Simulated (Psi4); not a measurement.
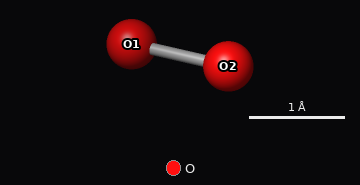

Fig. 1: The structure as given in the input (ball-and-stick view, seen at a tilt; atoms are numbered from 1 in the order of the input). Bond lengths as drawn: O–O 1.19 Å.

**O2: property calculation**

O2, multiplicity 3, computed with PBE/6-311+G**, UKS (Psi4 1.11).

The geometry comes from this level: PBE0-D4/def2-TZVP.

### What the program printed
```
Psi4 1.11 release

   => Loading Basis Set <=

    Name: 6-311+G**
    Role: ORBITAL
    Keyword: BASIS

         ---------------------------------------------------------
                                   SCF
                              UKS Reference
                        1 Threads,   1525 MiB Core
         ---------------------------------------------------------

  ==> Geometry <==

    Molecular point group: c1
    Full point group: D_inf_h

    Geometry (in Angstrom), charge = 0, multiplicity = 3:

       Center              X                  Y                   Z               Mass
    ------------   -----------------  -----------------  -----------------  -----------------
         O            0.596403158526    -0.000000000000     0.000000000000    15.994914619570
         O           -0.596403158526     0.000000000000    -0.000000000000    15.994914619570

  Running in c1 symmetry.

  Rotational constants: A = ************  B =      1.48151  C =      1.48151 [cm^-1]
  Rotational constants: A = ************  B =  44414.56448  C =  44414.56448 [MHz]
  Nuclear repulsion =   28.392993060744768

  Charge       = 0
  Multiplicity = 3
  Electrons    = 16
  Nalpha       = 9
  Nbeta        = 7

  ==> Algorithm <==

  SCF Algorithm Type is DF.
  DIIS enabled.
  MOM disabled.
  Fractional occupation disabled.
  Guess Type is SAD.
  Energy threshold   = 1.00e-06
  Density threshold  = 1.00e-06
  Integral threshold = 1.00e-12

  ==> Primary Basis <==

  Basis Set: 6-311+G**
    Blend: 6-311+G**
    Number of shells: 20
    Number of basis functions: 44
    Number of Cartesian functions: 46
    Spherical Harmonics?: true
    Max angular momentum: 2

  ==> DFT Potential <==

   => LibXC <=

    Version 7.1.2

   => Composite Functional: PBE <=

    PBE GGA Exchange-Correlation Functional

    Deriv               =              1
    GGA                 =           TRUE
    Meta                =          FALSE

    Exchange Hybrid     =          FALSE
    MP2 Hybrid          =          FALSE

   => Exchange Functionals <=

    1.0000     XC_GGA_X_PBE

   => Correlation Functionals <=

    1.0000     XC_GGA_C_PBE

   => LibXC Density Thresholds  <==

    XC_GGA_C_PBE:  1.00E-12
    XC_GGA_X_PBE:  1.00E-15

   => Molecular Quadrature <=

    Radial Scheme          =       TREUTLER
    Pruning Scheme         =           NONE
    Nuclear Scheme         =       TREUTLER

    Blocking Scheme        =         OCTREE
    BS radius alpha        =              1
    Pruning alpha          =              1
    Radial Points          =             99
    Spherical Points       =            590
    Total Points           =         114118
    Total Blocks           =            908
    Max Points             =            256
    Max Functions          =             44
    Weights Tolerance      =       1.00E-15

   => Loading Basis Set <=

    Name: DEF2-UNIVERSAL-JFIT
    Role: JKFIT
    Keyword: DF_BASIS_SCF

  ==> Integral Setup <==

  DFHelper Memory: AOs need 0.002 GiB; user supplied 0.985 GiB.
  SCF_SUBTYPE=INCORE selected. In-core MEM_DF algorithm will be used.
  Using in-core AOs.

  ==> MemDFJK: Density-Fitted J/K Matrices <==

    J tasked:                   Yes
    K tasked:                    No
    wK tasked:                   No
    Memory [MiB]:              1008
    Algorithm:                 Core
    Schwarz Cutoff:           1E-12
    Mask sparsity (%):       0.0000
    Fitting Condition:        1E-10

   => Auxiliary Basis Set <=

  Basis Set: DEF2-UNIVERSAL-JFIT
    Blend: DEF2-UNIVERSAL-JFIT
    Number of shells: 30
    Number of basis functions: 98
    Number of Cartesian functions: 122
    Spherical Harmonics?: true
    Max angular momentum: 4

  Cached 100.0% of DFT collocation blocks in 0.132 [GiB].

  Minimum eigenvalue in the overlap matrix is 7.4732392730E-04.
  Reciprocal condition number of the overlap matrix is 1.6848375348E-04.
    Using symmetric orthogonalization.

  ==> Pre-Iterations <==

  SCF Guess: Superposition of Atomic Densities via on-the-fly atomic UHF (no occupation information).

   -------------------------
    Irrep   Nso     Nmo
   -------------------------
     A         44      44
   -------------------------
    Total      44      44
   -------------------------

  ==> Iterations <==

                           Total Energy        Delta E     RMS |[F,P]|

   @DF-UKS iter SAD:  -149.98085242116483   -1.49981e+02   0.00000e+00
   @DF-UKS iter   1:  -150.19989050144954   -2.19038e-01   6.65003e-03 ADIIS/DIIS
   @DF-UKS iter   2:  -150.20119708583061   -1.30658e-03   6.32664e-03 ADIIS/DIIS
   @DF-UKS iter   3:  -150.22824514313874   -2.70481e-02   7.23630e-04 ADIIS/DIIS
   @DF-UKS iter   4:  -150.22859257618038   -3.47433e-04   8.93963e-05 DIIS
   @DF-UKS iter   5:  -150.22859858861307   -6.01243e-06   8.90137e-06 DIIS
   @DF-UKS iter   6:  -150.22859866337282   -7.47598e-08   9.48592e-07 DIIS
  Energy and wave function converged.

  ==> Post-Iterations <==

   Electrons on quadrature grid:
      Nalpha   =    9.0000000029 ; deviation = 2.860e-09
      Nbeta    =    7.0000000069 ; deviation = 6.895e-09
      Ntotal   =   16.0000000098 ; deviation = 9.755e-09

   @Spin Contamination Metric:   4.033371798E-03
   @S^2 Expected:                2.000000000E+00
   @S^2 Observed:                2.004033372E+00
   @S   Expected:                1.000000000E+00
   @S   Observed:                1.000000000E+00

    Orbital Energies [Eh]
    ---------------------

    Alpha Occupied:

       1A    -18.900505     2A    -18.900453     3A     -1.231446
       4A     -0.750923     5A     -0.506410     6A     -0.506410
       7A     -0.503032     8A     -0.248403     9A     -0.248403

    Alpha Virtual:

      10A      0.065238    11A      0.071630    12A      0.114482
      13A      0.114482    14A      0.179138    15A      0.193413
      16A      0.193413    17A      0.212581    18A      0.324004
      19A      0.879190    20A      0.879190    21A      0.896137
      22A      0.908166    23A      0.955474    24A      0.955474
      25A      1.126551    26A      1.420081    27A      2.141948
      28A      2.141948    29A      2.433357    30A      2.433357
      31A      2.711730    32A      2.711730    33A      2.785694
      34A      3.344598    35A      3.344598    36A      3.743033
      37A      4.585629    38A      4.585629    39A      4.692237
      40A      4.837554    41A      4.837554    42A      6.040006
      43A     49.223084    44A     49.366268

    Beta Occupied:

       1A    -18.874511     2A    -18.874457     3A     -1.187616
       4A     -0.685673     5A     -0.467955     6A     -0.437393
       7A     -0.437393

    Beta Virtual:

       8A     -0.164998     9A     -0.164998    10A      0.077277
      11A      0.087390    12A      0.126920    13A      0.126920
      14A      0.184037    15A      0.209989    16A      0.209989
      17A      0.246204    18A      0.335635    19A      0.910045
      20A      0.918093    21A      0.918093    22A      0.924623
      23A      1.000136    24A      1.000136    25A      1.155862
      26A      1.463679    27A      2.181394    28A      2.181394
      29A      2.515547    30A      2.515547    31A      2.799594
      32A      2.799594    33A      2.828982    34A      3.397600
      35A      3.397600    36A      3.777055    37A      4.659690
      38A      4.659690    39A      4.712710    40A      4.914027
      41A      4.914027    42A      6.074143    43A     49.250877
      44A     49.393857

    Final Occupation by Irrep:
              A
    DOCC [     7 ]
    SOCC [     2 ]
    NA   [     9 ]
    NB   [     7 ]

  @DF-UKS Final Energy:  -150.22859866337282

   => Energetics <=

    Nuclear Repulsion Energy =             28.3929930607447680
    One-Electron Energy =                -262.4062034748595806
    Two-Electron Energy =                 100.6922170341468501
    DFT Exchange-Correlation Energy =     -16.9076052834048838
    Empirical Dispersion Energy =           0.0000000000000000
    VV10 Nonlocal Energy =                  0.0000000000000000
    Total Energy =                       -150.2285986633728214

  UHF NO Occupations:
  HONO-2 :    7  A 1.9993130
  HONO-1 :    8  A 1.0000000
  HONO-0 :    9  A 1.0000000
  LUNO+0 :   10  A 0.0006870
  LUNO+1 :   11  A 0.0006870
  LUNO+2 :   12  A 0.0004097
  LUNO+3 :   13  A 0.0002025

Computation Completed

Properties will be evaluated at   0.000000,   0.000000,   0.000000 [a0]

Properties computed using the SCF density matrix

 Multipole Moments:

 ------------------------------------------------------------------------------------
     Multipole            Electronic (a.u.)      Nuclear  (a.u.)        Total (a.u.)
 ------------------------------------------------------------------------------------

 L = 1.  Multiply by 2.5417464519 to convert [e a0] to [Debye]
 Dipole X            :         -0.0000000            0.0000000           -0.0000000
 Dipole Y            :          0.0000000            0.0000000            0.0000000
 Dipole Z            :         -0.0000000            0.0000000           -0.0000000
 Magnitude           :                                                    0.0000000

 ------------------------------------------------------------------------------------

	total time  =          3 seconds =       0.05 minutes

Properties will be evaluated at   0.000000,   0.000000,   0.000000 [a0]
OEProp: No title given, name of density matrix used for the following properties is 'SCF alpha density'

 Multipole Moments:

 ------------------------------------------------------------------------------------
     Multipole            Electronic (a.u.)      Nuclear  (a.u.)        Total (a.u.)
 ------------------------------------------------------------------------------------

 L = 1.  Multiply by 2.5417464519 to convert [e a0] to [Debye]
 Dipole X            :         -0.0000000            0.0000000           -0.0000000
 Dipole Y            :          0.0000000            0.0000000            0.0000000
 Dipole Z            :         -0.0000000            0.0000000           -0.0000000
 Magnitude           :                                                    0.0000000

 L = 2.  Multiply by 1.3450342976 to convert [e a0^2] to [Debye ang]
 Quadrupole XX       :        -28.4246269           20.3234572           -8.1011697
 Quadrupole XY       :          0.0000000           -0.0000000            0.0000000
 Quadrupole XZ       :         -0.0000000            0.0000000           -0.0000000
 Quadrupole YY       :         -7.5194463            0.0000000           -7.5194463
 Quadrupole YZ       :         -0.0000000           -0.0000000           -0.0000000
 Quadrupole ZZ       :         -7.5194463            0.0000000           -7.5194463
 Traceless XX        :        -13.9367871           13.5489715           -0.3878156
 Traceless YY        :          6.9683935           -6.7744857            0.1939078
 Traceless ZZ        :          6.9683935           -6.7744857            0.1939078

 ------------------------------------------------------------------------------------
  Mulliken Charges: (a.u.)
   Center  Symbol    Alpha    Beta     Spin     Total
       1     O     4.50000  3.50000  1.00000 -0.00000
       2     O     4.50000  3.50000  1.00000  0.00000

   Total alpha =  9.00000, Total beta =  7.00000, Total charge =  0.00000

  Lowdin Charges: (a.u.)
   Center  Symbol    Alpha    Beta     Spin     Total
       1     O     4.50000  3.50000  1.00000 -0.00000
       2     O     4.50000  3.50000  1.00000  0.00000

  Total alpha =  9.00000, Total beta =  7.00000, Total charge =  0.00000
```

### Standard output
```
pbe/6-311+G** energy: -150.2285986634 Eh
```

The run was set up as follows.

### Input (calc.py)
```python
import psi4

psi4.set_memory('1600 MB')
psi4.set_num_threads(1)
psi4.set_output_file('o2.out', False)

molecule = psi4.geometry("""
0 3
O      0.509550    -0.164850     0.262450
O     -0.509550     0.164850    -0.262450
units angstrom
symmetry c1
""")

psi4.set_options({
    'reference': 'uks',
    'puream': True,
    'scf_type': 'df',
    'dft_radial_points': 99,
    'dft_spherical_points': 590,
    'df_basis_scf': 'def2-universal-jfit',
    'maxiter': 100,
})

E, wfn = psi4.energy("pbe/6-311+G**", return_wfn=True)
psi4.oeprop(wfn, "DIPOLE", "QUADRUPOLE", "MULLIKEN_CHARGES", "LOWDIN_CHARGES")
print(f'pbe/6-311+G** energy: {E:.10f} Eh')
```

Launch command:
```bash
python calc.py
```

### Key numbers

| quantity | value |
| --- | --- |
| outcome | converged |
| total energy | −150.228599 hartree |
| basis functions | 44 |
| ⟨S²⟩ | 2.004 |
| dipole moment | 0.00 D |
| hardware | 1 thread of Intel Xeon @ 2.70GHz, 189 GiB of memory available, shared host |
| wall time | 5.2 s |
| peak memory | 0.34 GiB |
